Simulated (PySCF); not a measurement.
```xyz
8

C    -0.6372    0.4440   -1.3982
C     0.4434    0.2120   -0.6144
B    -0.7831    1.8210   -2.0511
F     0.6725   -0.9455    0.0024
H     0.0712    2.6680   -1.8501
H    -1.7308    2.0883   -2.7645
H    -1.3563   -0.3842   -1.5204
H     1.2360    0.9554   -0.4108
```

Geometry: PBE-D3(BJ)/def2-SVP.

The calculation used PySCF 2.14.0, Gaussian-basis quantum chemistry of an isolated molecule with PySCF, energy and nuclear gradient, functional PBE0.

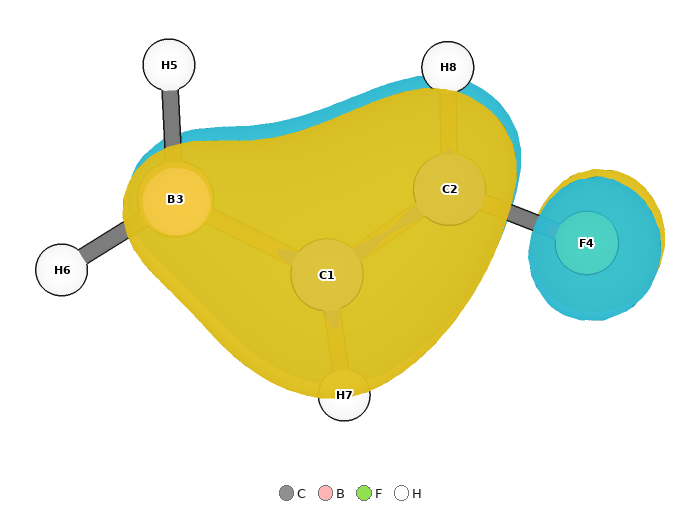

C2H4BF (SMILES B/C=C/F). The HOMO at ±0.1 Å⁻³ᐟ² (yellow and cyan are the two phases), seen across its widest extent.

**What is the character of this orbital?**

It lies mainly on C1 (about 40 %), C2 (about 30 %), F4 (about 10 %) and B3 (about 10 %); it changes sign across the molecular plane (π type); π-bonding across C1–C2; π-antibonding (a node) across C2–F4. Its energy is −8.38 eV.
